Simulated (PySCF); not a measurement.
# C11H7FO (2-Naphthoyl fluoride (2c)): the cost of one run

Computed with PySCF 2.14.0 and routines of our own; the level stands in each step. Atoms count from 0.

## 1. The system as given

20 atoms, charge 0, multiplicity 1; geometry from: GFN2-xTB.

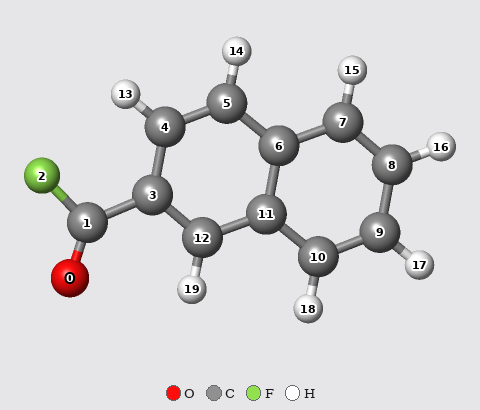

The starting geometry (oxygen red, carbon grey, fluorine green, hydrogen white).

## 2. NMR shifts: GIAO KT3/pcSseg-1

The job: settings as JSON, then the geometry in Å.

```
{"job": {"kind": "nmr", "xc": "KT3", "basis": "pcSseg-1", "pop": false}, "charge": 0, "multiplicity": 1}
O      3.821568    -0.815352    -1.457697
C      3.404141    -0.070979    -0.634431
F      4.292904     0.731438     0.032912
C      2.027801     0.139096    -0.195074
C      1.696675     1.078141     0.808650
C      0.395955     1.238802     1.185896
C     -0.637312     0.481099     0.590756
C     -1.987760     0.630835     0.966215
C     -2.963678    -0.118640     0.369785
C     -2.637887    -1.051751    -0.628276
C     -1.338831    -1.222233    -1.015244
C     -0.306462    -0.464270    -0.419680
C      1.038859    -0.614957    -0.794074
H      2.481159     1.660121     1.267409
H      0.136415     1.954739     1.951950
H     -2.238158     1.348273     1.734612
H     -3.996235     0.001367     0.661634
H     -3.423882    -1.633413    -1.086384
H     -1.078325    -1.937720    -1.781311
H      1.309964    -1.328187    -1.559468
```

With the program's defaults for keys left out, this is: GIAO KT3/pcSseg-1 NMR shielding, non-relativistic, gas phase.

Started as:

```sh
> OMP_NUM_THREADS=1 python large_run.py task.json out
```

The driver reads the jobs from task.json and runs them one after another.

**Question.** How long does this job take on 1 thread of Arm Neoverse N1, shared host, and how much memory does it need?

About 24 s, with a peak of 0.49 GiB.
